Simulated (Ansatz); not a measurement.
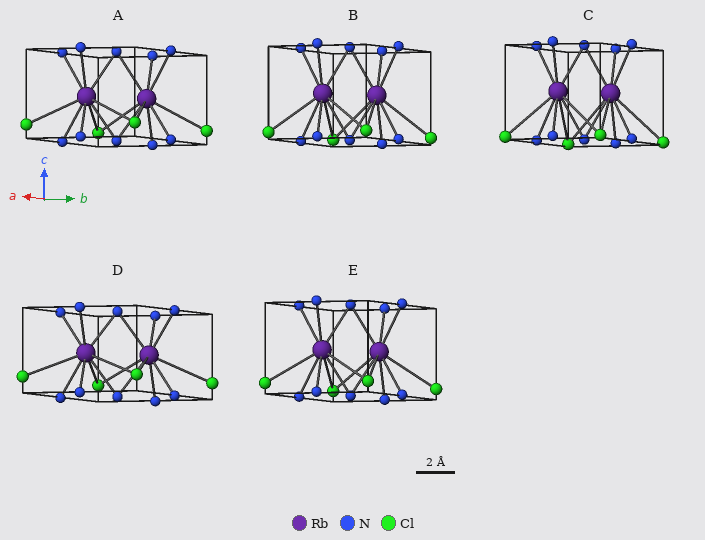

5 geometries from one relaxation of crystalline Rb2N3Cl (a generated structure, set up in P6mm), in shuffled order. Style: ball-and-stick. Shown: the cell of the calculation, from a free direction.

Level of theory: DFT PBE, scalar-relativistic, plane waves, PAW (Ansatz 0.2.0). (plane-wave cutoff 420 eV; k-point mesh 9 × 9 × 8; occupations gaussian; smearing width 0.1 eV; no spin polarisation; cell and atoms relaxed; force threshold 0.01 eV/Å; at most 80 steps)

Order the frames from highest to lowest energy.

D, A, E, B, C. They are steps 0, 1, 2, 3, 11, at +286 meV per atom, +179 meV per atom, +84.3 meV per atom, +16.5 meV per atom relative to the last. The energy falls by 286 meV per atom in 8 accepted moves (11 points after the start). The largest force component goes from 0.36 to under 0.0001 eV/Å. Pressure: −1.90 GPa at the start and 0.00 GPa at the end. The SCF was repeated 3 times at an unchanged geometry on a basis and grid sized afresh for the cell, which shifted the energy by 2.2 meV per atom at most. The atom that moves furthest relative to the cell is the Cl atom (0.82 Å along −c). Largest moves by element: Cl 0.82 Å, N 0.17 Å, Rb 0.16 Å. Cell: a = b 6.129 → 5.106 Å (−16.7 %), c 4.527 → 5.013 Å (+10.8 %). Volume −23.1 %. Some distances before and after: Cl–Rb 4.739 → 3.870 Å, Rb–Rb 3.539 → 2.948 Å, Cl–Rb 3.796 → 3.870 Å, N–Rb 2.869 → 2.908 Å. Among the angles between lasting bonds that change: Rb–Cl–Rb 137.6° → 99.3°, Rb–Cl–Rb 107.7° → 82.6°, Rb–N–Rb 76.2° → 60.9°. The space group (tolerance 0.01 Å) goes from P6mm (No. 183) to P6/mmm (No. 191). Cost: 4.4 min on 1 thread of Arm Neoverse V2, on a shared host, peak memory 0.55 GiB.
